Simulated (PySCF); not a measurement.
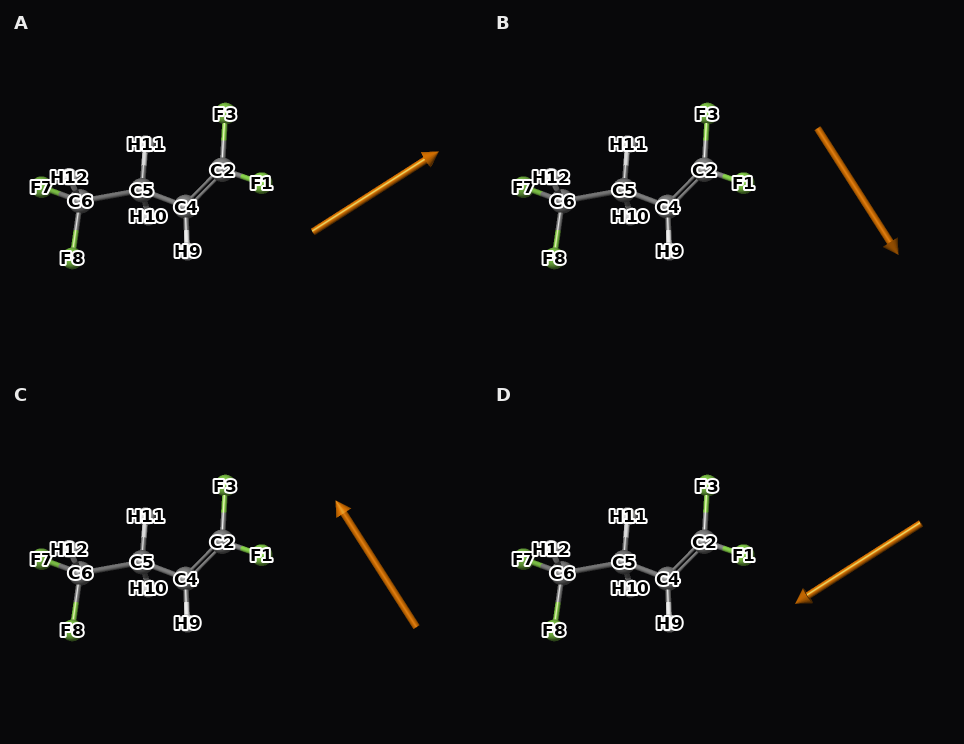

The same molecule four times, each with an arrow. The geometry was computed by an optimisation with GFN2-xTB. No frequency run is at hand to confirm it as a minimum. Properties computed with PBE0/pcSseg-1, gas phase (PySCF 2.14.0).

Which arrow points along the dipole moment, from the negative to the positive end?

A. The dipole moment is 0.76 D; it points from the side of F7, F8 to the side of F1, F3 (the outermost atoms at the two ends).
